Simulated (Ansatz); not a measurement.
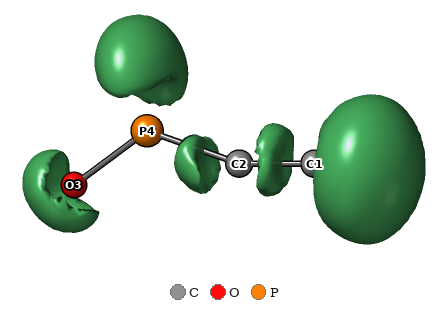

The picture shows: C2OP (SMILES [C]#CP=O) (doublet). Isosurface of the ELF at 0.85 (green), seen at an oblique angle. Only the valence region is drawn (cores and ρ < 0.01 e/Å³ removed).

Geometry: B3LYP-D3(BJ)/6-311G**.

Theory: Ansatz, isolated molecule in a Gaussian basis; Kohn-Sham density functional theory, functional PBE0.

```xyz
4

C    -1.6383   -2.9612    1.8280
C    -1.3286   -1.9834    1.0664
O    -0.3779   -0.0186   -0.7078
P    -1.3614   -0.5147    0.2921
```

Q: Describe the localisation domains.

A: The ELF exceeds this value in one region between bonded C–C atoms (shared pairs), one region between bonded C–P atoms (shared pairs), one lobe on C, pointing away from the bonds (non-bonding electrons), one lobe on O, pointing away from the bonds (non-bonding electrons, which may merge into one lobe) and one lobe on P, pointing away from the bonds (non-bonding electrons). Profiles from the grid: C–C (1.28 Å): the ELF peaks at about 0.90 between the atoms; a short, multiple covalent bond. P–O (1.49 Å): the ELF peaks at about 0.80 between the atoms; a short, strongly polar bond.
